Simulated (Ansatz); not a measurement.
# CuPH2NF3: an energy map over two coordinates

How does the energy of CuF₃H₂NP, SMILES [NH2][Cu-][P+](F)(F)F change over two coordinates at once? A grid of runs gives the map.

Computed with Ansatz 0.2.0. Level: RKS PBE-D4/def2-SVP.

### 1 Starting geometry

8 atoms, charge 0, spin multiplicity 1.

Atoms are counted from 1 here; the program's logs count them from 0.

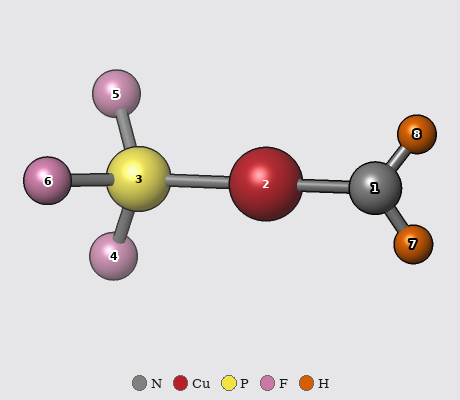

As it starts; nitrogen grey, copper red, phosphorus yellow, fluorine pink, hydrogen orange; atoms are numbered from 1 in the order of the file.

Coordinates:

```
N     0.5073   -2.1164    0.8656
Cu    0.0963   -0.4687    0.2800
P    -0.3760    1.4568   -0.4163
F    -1.4939    1.5616   -1.5613
F     0.8040    2.2754   -1.1291
F    -0.9257    2.6414    0.5237
H    -0.0916   -2.9094    0.6112
H     1.4795   -2.4405    0.8263
```

This geometry comes from a loose relaxation at PBE in a small basis, which is not shown.

### 2 The minimum at this level

The input, input.yaml:

```yaml
crystal:
  periodic: [false, false, false]
  atoms:
    - { symbol: "N", position_ang: [0.507311, -2.11637, 0.865584] }
    - { symbol: Cu, position_ang: [0.096321, -0.468702, 0.27996] }
    - { symbol: P, position_ang: [-0.375969, 1.456755, -0.416283] }
    - { symbol: F, position_ang: [-1.493911, 1.561568, -1.561292] }
    - { symbol: F, position_ang: [0.80402, 2.275355, -1.12908] }
    - { symbol: F, position_ang: [-0.925665, 2.641356, 0.523657] }
    - { symbol: H, position_ang: [-0.091575, -2.909418, 0.611158] }
    - { symbol: H, position_ang: [1.479478, -2.440532, 0.826296] }
basis:
  gaussian: { orbitals: def2-SVP }
hamiltonian:
  xc: pbe
  dispersion: d4
output:
  forces: true
relax:
  f_tol: 0.003
  max_steps: 120
```

The run is started by

```bash
$ ansatz run input.yaml --threads 1 --pin off --max-ram 2560MiB --backend cpu --events-out ev --progress --plain --runs-dir out
```

What it wrote, shortened:

```text
Warning: RAYON_NUM_THREADS=1 ignored (pool sized by the plan → 1); use --threads N
[...]
Functional definition: PBE
[...]
1323 factors; their error is unknown
[...]
mean field -63568.22236576 eV, -2336.0890838531 hartree, gradient 1.4e-5 eV, S^2 0.000000; 0 other end points of the search recorded, 0 dependent functions left out
[...]
reference -63568.22242292 eV, -2336.0890859534 hartree; 40, 40 occupied and 75, 75 virtual orbitals, 1323 factors
relax step   1: F+E_penalty+E_count = -63568.39849304 eV  Δ(F+E_penalty+E_count) = +0.000e0 eV  max|allowed force component| = 2.038e-2 eV/Å  Δτ_max = 0.0000 Å  (31 SCF iters, accepted)
[...]
relax step   6: F+E_penalty+E_count = -63568.39857143 eV  Δ(F+E_penalty+E_count) = -3.455e-6 eV  max|allowed force component| = 4.673e-3 eV/Å  Δτ_max = 0.0052 Å  (34 SCF iters, accepted)
[...]
relax step   7: F+E_penalty+E_count = -63568.39857195 eV  Δ(F+E_penalty+E_count) = -5.146e-7 eV  max|allowed force component| = 1.289e-3 eV/Å  Δτ_max = 0.0015 Å  (24 SCF iters, accepted)
1323 factors; their error is unknown
[...]
mean field -63568.22250277 eV, -2336.0890888880 hartree, gradient 1.5e-5 eV, S^2 0.000000; 1 other end points of the search recorded, 0 dependent functions left out
[...]
reference -63568.22255992 eV, -2336.0890909881 hartree; 40, 40 occupied and 75, 75 virtual orbitals, 1323 factors
Total energy: -63568.39862909 eV, -2336.0955614109 hartree
Atom 0 at     0.500272    -2.119456     0.866365 Å, force    -0.000083    -0.001289    -0.000484 eV/Å
Atom 1 at     0.094451    -0.469120     0.282862 Å, force     0.000002     0.000079     0.000064 eV/Å
Atom 2 at    -0.375924     1.457225    -0.416703 Å, force     0.000101    -0.000012    -0.000000 eV/Å
Atom 3 at    -1.502795     1.561202    -1.552426 Å, force    -0.000086    -0.000019    -0.000022 eV/Å
Atom 4 at     0.799209     2.272481    -1.141239 Å, force     0.000050    -0.000010     0.000018 eV/Å
Atom 5 at    -0.911648     2.646523     0.525262 Å, force    -0.000011    -0.000026     0.000002 eV/Å
Atom 6 at    -0.080576    -2.915029     0.578868 Å, force     0.000756     0.000933     0.000426 eV/Å
Atom 7 at     1.477021    -2.433816     0.857011 Å, force    -0.000729     0.000344    -0.000004 eV/Å
Dipole moment:     0.004602     0.077593    -0.160353 e Å
```

It took 38 s on 1 thread of Arm Neoverse V1, shared host; peak memory 0.16 GiB.

Energy and force along the way:

```tsv
step	energy from step 1 (eV)	largest force component (eV/Å)
1	0.0000	0.0204
2	0.0000	0.0058
3	-0.0001	0.0050
4	-0.0001	0.0075
5	-0.0001	0.0072
6	-0.0001	0.0047
7	-0.0001	0.0013
```

Bond lengths before and after, largest changes first:

```tsv
bond	before (Å)	after (Å)	change (Å)
Cu2–P3	2.101	2.103	+0.001
N1–H8	1.026	1.026	+0.001
N1–Cu2	1.796	1.797	+0.001
P3–F4	1.604	1.603	-0.000
N1–H7	1.026	1.026	+0.000
P3–F6	1.609	1.609	-0.000
P3–F5	1.603	1.603	-0.000
```

### 3 Plan of the scan

The axes are (1) umbrella angle at N1 (between each of its bonds and their common axis; 90 is planar): 11 values from 65.6 to 114.4 °; (2) change of the bonds N1–Cu2, N1–H7, N1–H8, all alike: 11 values from −0.141 to 0.218 Å.

Nothing else is relaxed (all other coordinates rigid). Energies count from the relaxed molecule at the same level. Points are written as (first, second).

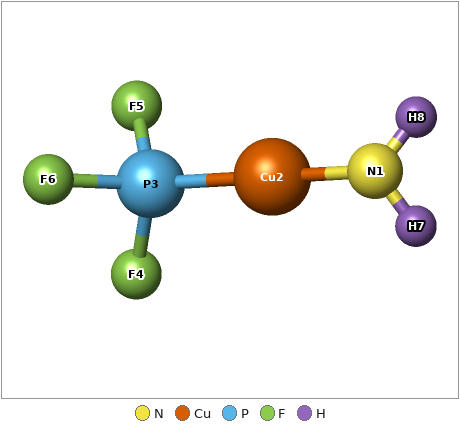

The geometry at (104.6°, −0.033 Å).

Of the runs on the grid, 3 are shown in the steps below; the others differ only in the two coordinates.

### 4 Point (104.6°, −0.033 Å)

The input, input.yaml:

```yaml
crystal:
  periodic: [false, false, false]
  atoms:
    - { symbol: "N", position_ang: [0.500272, -2.119456, 0.866365] }
    - { symbol: Cu, position_ang: [0.119291, -0.519036, 0.230142] }
    - { symbol: P, position_ang: [-0.330204, 1.383296, -0.544803] }
    - { symbol: F, position_ang: [-1.443552, 1.452684, -1.696391] }
    - { symbol: F, position_ang: [0.858449, 2.163968, -1.285199] }
    - { symbol: F, position_ang: [-0.868406, 2.609712, 0.346807] }
    - { symbol: H, position_ang: [-0.048968, -2.884857, 0.551985] }
    - { symbol: H, position_ang: [1.444533, -2.423446, 0.818683] }
basis:
  gaussian: { orbitals: def2-SVP }
hamiltonian:
  xc: pbe
  dispersion: d4
output:
  forces: true
```

The run is started by

```bash
$ ansatz run input.yaml --threads 1 --pin off --max-ram 2560MiB --backend cpu --events-out ev --progress --plain --runs-dir out
```

What it wrote, shortened:

```text
Warning: RAYON_NUM_THREADS=1 ignored (pool sized by the plan → 1); use --threads N
[...]
Functional definition: PBE
[...]
1323 factors; their error is unknown
[...]
mean field -63568.15075555 eV, -2336.0864522263 hartree, gradient 6.6e-5 eV, S^2 0.000000; 0 other end points of the search recorded, 0 dependent functions left out
[...]
reference -63568.15081275 eV, -2336.0864543285 hartree; 40, 40 occupied and 75, 75 virtual orbitals, 1323 factors
Total energy: -63568.32791189 eV, -2336.0929626018 hartree
Atom 0 at     0.500272    -2.119456     0.866365 Å, force    -0.380343     0.859540     0.639524 eV/Å
Atom 1 at     0.119291    -0.519036     0.230142 Å, force    -0.182426     0.724612    -0.232405 eV/Å
Atom 2 at    -0.330204     1.383296    -0.544803 Å, force    -0.015208     0.055504    -0.009240 eV/Å
Atom 3 at    -1.443552     1.452684    -1.696391 Å, force     0.006774    -0.002847    -0.002452 eV/Å
Atom 4 at     0.858449     2.163968    -1.285199 Å, force    -0.003055    -0.005864    -0.004173 eV/Å
Atom 5 at    -0.868406     2.609712     0.346807 Å, force     0.000828    -0.002674    -0.000286 eV/Å
Atom 6 at    -0.048968    -2.884857     0.551985 Å, force    -1.000179    -1.211619    -0.425182 eV/Å
Atom 7 at     1.444533    -2.423446     0.818683 Å, force     1.573608    -0.416652     0.034212 eV/Å
Dipole moment:     0.011397     0.072096    -0.188897 e Å
```

Wall time 4.3 s (1 thread of Arm Neoverse V1, shared host); peak memory 0.15 GiB.

Energy on the map's scale: 7 kJ/mol.

### 5 Grid point (104.6°, 0.003 Å)

The input, input.yaml:

```yaml
crystal:
  periodic: [false, false, false]
  atoms:
    - { symbol: "N", position_ang: [0.500272, -2.119456, 0.866365] }
    - { symbol: Cu, position_ang: [0.111515, -0.486372, 0.217157] }
    - { symbol: P, position_ang: [-0.337979, 1.41596, -0.557788] }
    - { symbol: F, position_ang: [-1.451328, 1.485348, -1.709376] }
    - { symbol: F, position_ang: [0.850674, 2.196632, -1.298184] }
    - { symbol: F, position_ang: [-0.876182, 2.642376, 0.333822] }
    - { symbol: H, position_ang: [-0.068877, -2.912601, 0.540589] }
    - { symbol: H, position_ang: [1.478762, -2.434465, 0.816954] }
basis:
  gaussian: { orbitals: def2-SVP }
hamiltonian:
  xc: pbe
  dispersion: d4
output:
  forces: true
```

The run is started by

```bash
$ ansatz run input.yaml --threads 1 --pin off --max-ram 2560MiB --backend cpu --events-out ev --progress --plain --runs-dir out
```

What it wrote, shortened:

```text
Warning: RAYON_NUM_THREADS=1 ignored (pool sized by the plan → 1); use --threads N
[...]
Functional definition: PBE
[...]
1323 factors; their error is unknown
[...]
mean field -63568.22091990 eV, -2336.0890307187 hartree, gradient 1.6e-5 eV, S^2 0.000000; 0 other end points of the search recorded, 0 dependent functions left out
[...]
reference -63568.22097715 eV, -2336.0890328227 hartree; 40, 40 occupied and 75, 75 virtual orbitals, 1323 factors
Total energy: -63568.39701473 eV, -2336.0955020842 hartree
Atom 0 at     0.500272    -2.119456     0.866365 Å, force     0.058520    -0.153101    -0.065672 eV/Å
Atom 1 at     0.111515    -0.486372     0.217157 Å, force     0.000649     0.001177    -0.005645 eV/Å
Atom 2 at    -0.337979     1.415960    -0.557788 Å, force    -0.017826     0.057281     0.002195 eV/Å
Atom 3 at    -1.451328     1.485348    -1.709376 Å, force     0.013036    -0.008137    -0.000898 eV/Å
Atom 4 at     0.850674     2.196632    -1.298184 Å, force    -0.005478    -0.013828    -0.004180 eV/Å
Atom 5 at    -0.876182     2.642376     0.333822 Å, force     0.000350    -0.002519     0.002149 eV/Å
Atom 6 at    -0.068877    -2.912601     0.540589 Å, force    -0.008722     0.064520     0.038951 eV/Å
Atom 7 at     1.478762    -2.434465     0.816954 Å, force    -0.040529     0.054607     0.033100 eV/Å
Dipole moment:     0.006567     0.091168    -0.194843 e Å
```

It took 4.3 s on 1 thread of Arm Neoverse V1, shared host; peak memory 0.15 GiB.

That is 0.16 kJ/mol from the zero.

### 6 The run at (99.7°, −0.069 Å)

The input, input.yaml:

```yaml
crystal:
  periodic: [false, false, false]
  atoms:
    - { symbol: "N", position_ang: [0.500272, -2.119456, 0.866365] }
    - { symbol: Cu, position_ang: [0.090415, -0.512653, 0.380803] }
    - { symbol: P, position_ang: [-0.404029, 1.438611, -0.227098] }
    - { symbol: F, position_ang: [-1.547141, 1.583093, -1.341968] }
    - { symbol: F, position_ang: [0.754866, 2.294367, -0.930786] }
    - { symbol: F, position_ang: [-0.935715, 2.581087, 0.773294] }
    - { symbol: H, position_ang: [-0.05536, -2.865348, 0.640431] }
    - { symbol: H, position_ang: [1.410768, -2.412393, 0.90224] }
basis:
  gaussian: { orbitals: def2-SVP }
hamiltonian:
  xc: pbe
  dispersion: d4
output:
  forces: true
```

The run is started by

```bash
$ ansatz run input.yaml --threads 1 --pin off --max-ram 2560MiB --backend cpu --events-out ev --progress --plain --runs-dir out
```

What it wrote, shortened:

```text
Warning: RAYON_NUM_THREADS=1 ignored (pool sized by the plan → 1); use --threads N
[...]
Functional definition: PBE
[...]
1323 factors; their error is unknown
[...]
mean field -63567.94571892 eV, -2336.0789172690 hartree, gradient 6.7e-5 eV, S^2 0.000000; 0 other end points of the search recorded, 0 dependent functions left out
[...]
reference -63567.94577572 eV, -2336.0789193564 hartree; 40, 40 occupied and 75, 75 virtual orbitals, 1323 factors
Total energy: -63568.12402785 eV, -2336.0854700015 hartree
Atom 0 at     0.500272    -2.119456     0.866365 Å, force    -0.898014     2.357910     0.945377 eV/Å
Atom 1 at     0.090415    -0.512653     0.380803 Å, force    -0.395071     1.481256    -0.350998 eV/Å
Atom 2 at    -0.404029     1.438611    -0.227098 Å, force     0.020961    -0.047750    -0.033118 eV/Å
Atom 3 at    -1.547141     1.583093    -1.341968 Å, force    -0.025919     0.017606    -0.000118 eV/Å
Atom 4 at     0.754866     2.294367    -0.930786 Å, force     0.010304     0.028811     0.006386 eV/Å
Atom 5 at    -0.935715     2.581087     0.773294 Å, force     0.001461    -0.001167    -0.006454 eV/Å
Atom 6 at    -0.055360    -2.865348     0.640431 Å, force    -2.149548    -2.780957    -0.779143 eV/Å
Atom 7 at     1.410768    -2.412393     0.902240 Å, force     3.435826    -1.055709     0.218070 eV/Å
Dipole moment:     0.009827     0.032719    -0.111969 e Å
```

It took 4.3 s on 1 thread of Arm Neoverse V1, shared host; peak memory 0.15 GiB.

Energy on the map's scale: 26 kJ/mol.

### 7 Energy over the grid

121 points were computed. Energies in kJ/mol, from the relaxed molecule at the same level:

```csv
"change of the bonds N1–Cu2, N1–H7, N1–H8, all alike (Å) ↓, umbrella angle at N1 (between each of its bonds and their common axis; 90 is planar) (°) →",65.6,70.5,75.4,80.3,85.1,90.0,94.9,99.7,104.6,109.5,114.4
0.218,136,145,155,164,170,172,169,161,151,141,133
0.182,101,108,116,123,128,130,127,121,113,104,98
0.146,70,74,80,86,90,91,89,84,77,71,67
0.110,44,46,50,54,57,57,56,52,47,42,41
0.074,24,23,25,28,30,30,29,26,22,20,21
0.038,12,9,9,10,11,11,10,8,6,6,9
0.003,11,5,3,2,2,2,1,0,0,2,8
−0.033,22,14,9,7,6,6,5,5,7,11,20
−0.069,50,39,32,28,26,25,25,26,30,36,47
−0.105,98,84,75,69,66,65,66,68,73,81,95
−0.141,171,154,142,135,131,130,131,134,140,151,168
```

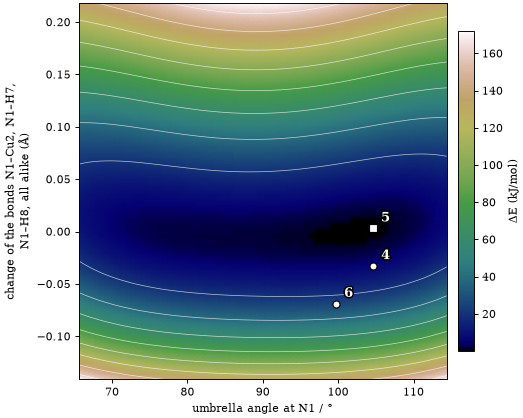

The map; numbers mark the steps of this session that print a point's run. In the figure: a smooth colour map. Between grid points the surface is interpolated.

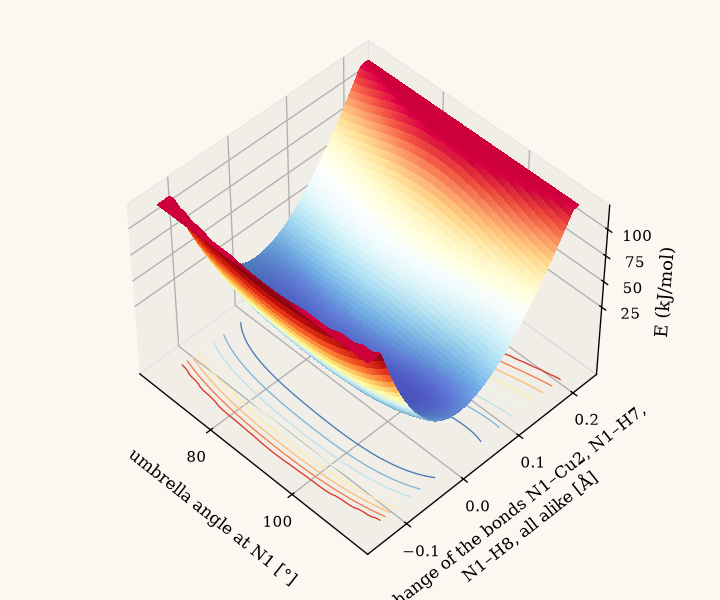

The same map in relief. In the figure: a relief with its contours projected below, any walls above the top of the colour scale cut off. Between grid points the surface is interpolated.

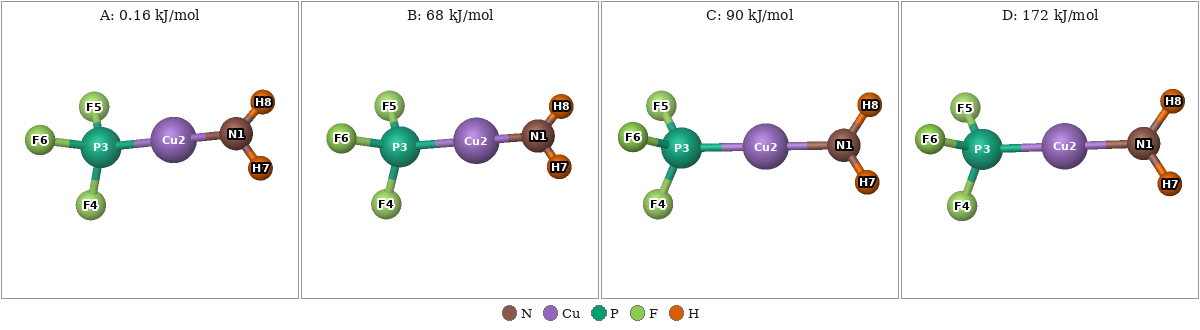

Structures on the grid, at one scale: A at (104.6°, 0.003 Å); B at (99.7°, −0.105 Å); C at (85.1°, 0.146 Å); D at (90.0°, 0.218 Å).

On the same grid, largest force on an atom (eV/Å):

| change of the bonds N1–Cu2, N1–H7, N1–H8, all alike (Å) ↓, umbrella angle at N1 (between each of its bonds and their common axis; 90 is planar) (°) → | 65.6 | 70.5 | 75.4 | 80.3 | 85.1 | 90.0 | 94.9 | 99.7 | 104.6 | 109.5 | 114.4 |
| --- | --- | --- | --- | --- | --- | --- | --- | --- | --- | --- | --- |
| 0.218 | 4.5 | 4.4 | 4.6 | 4.7 | 4.8 | 4.9 | 4.8 | 4.7 | 4.6 | 4.4 | 4.6 |
| 0.182 | 4.3 | 4.1 | 4.3 | 4.4 | 4.5 | 4.5 | 4.5 | 4.4 | 4.3 | 4.1 | 4.4 |
| 0.146 | 3.9 | 3.6 | 3.8 | 4.0 | 4.1 | 4.1 | 4.0 | 4.0 | 3.8 | 3.6 | 4.0 |
| 0.110 | 3.4 | 3.0 | 3.2 | 3.4 | 3.4 | 3.5 | 3.4 | 3.3 | 3.2 | 3.0 | 3.5 |
| 0.074 | 2.7 | 2.3 | 2.4 | 2.5 | 2.6 | 2.7 | 2.6 | 2.5 | 2.4 | 2.3 | 2.8 |
| 0.038 | 1.7 | 1.4 | 1.4 | 1.5 | 1.6 | 1.6 | 1.6 | 1.5 | 1.3 | 1.5 | 1.8 |
| 0.003 | 0.6 | 0.4 | 0.3 | 0.3 | 0.3 | 0.3 | 0.3 | 0.2 | 0.2 | 0.4 | 0.6 |
| −0.033 | 2.1 | 1.8 | 1.6 | 1.5 | 1.4 | 1.4 | 1.4 | 1.5 | 1.6 | 1.8 | 2.1 |
| −0.069 | 4.2 | 3.9 | 3.7 | 3.6 | 3.5 | 3.5 | 3.5 | 3.6 | 3.7 | 3.9 | 4.2 |
| −0.105 | 6.9 | 6.6 | 6.4 | 6.2 | 6.2 | 6.1 | 6.2 | 6.2 | 6.4 | 6.6 | 6.9 |
| −0.141 | 10.1 | 9.9 | 9.7 | 9.5 | 9.5 | 9.4 | 9.5 | 9.5 | 9.7 | 9.9 | 10.1 |

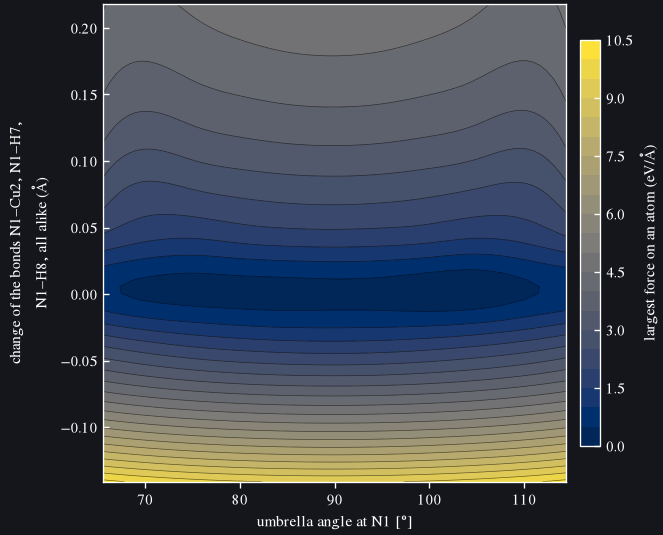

The largest force on an atom over the grid. In the figure: filled contours. Between grid points the surface is interpolated.

### 8 What came out

| quantity | value |
| --- | --- |
| lowest point | (104.6°, 0.003 Å), 0.16 kJ/mol |
| highest computed point | (90.0°, 0.218 Å), 172 kJ/mol above the lowest |
| largest force on an atom (eV/Å) | 0.2 at (104.6°, 0.003 Å) to 10.1 at (114.4°, −0.141 Å); 0.2 at the lowest point |
| time for the whole task | 13 min on 1 thread, shared host |

What this shows: The lowest computed point is at (104.6°, 0.003 Å), 0.16 kJ/mol from the relaxed molecule at the same level. The grid is coarse, so the true minimum lies between grid points and may sit elsewhere than the lowest one. It is the only kind of minimum in the scanned range. The highest computed point, (90.0°, 0.218 Å), lies 172 kJ/mol above the lowest. Round the minimum the valley is somewhat tilted: raising the first coordinate shifts the best value of the second coordinate upwards (coupling k₁₂/√(k₁₁k₂₂) about −0.4).
